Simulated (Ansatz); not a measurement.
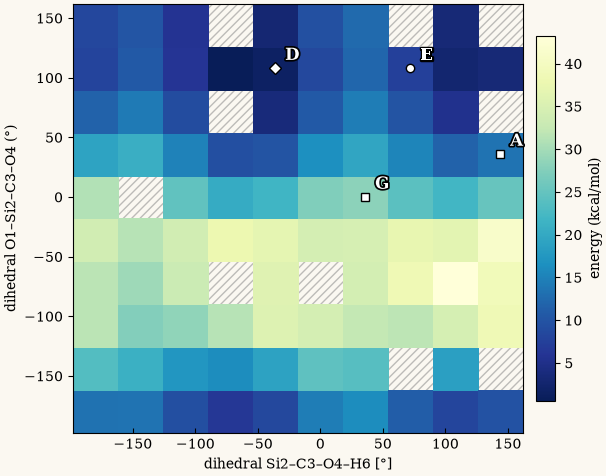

CH2O2Si, SMILES O=[Si]=CO. 
- First axis: dihedral Si2–C3–O4–H6. Second axis: dihedral O1–Si2–C3–O4.
- Nothing is relaxed (all other coordinates rigid).
- The scan uses a 10 × 10 grid. At 10 points there is no value.
- All energies are given in kcal/mol relative to the relaxed molecule at the same level.
- Energies and slopes of some neighbouring points disagree (a jump in structure or state, or too coarse a mesh). The restricted reference is unstable at some or all points, so the energies there are unreliable.
- These are results of RHF-MP2, frozen core/def2-TZVP in Ansatz, not measurements.

The picture shows one coloured cell a grid point, hatched blanks where no value was computed, lettered points.

> Rank the lettered points by energy, lowest first.

D (1.6 kcal/mol), E (7.4 kcal/mol), A (13.5 kcal/mol), G (28.1 kcal/mol).
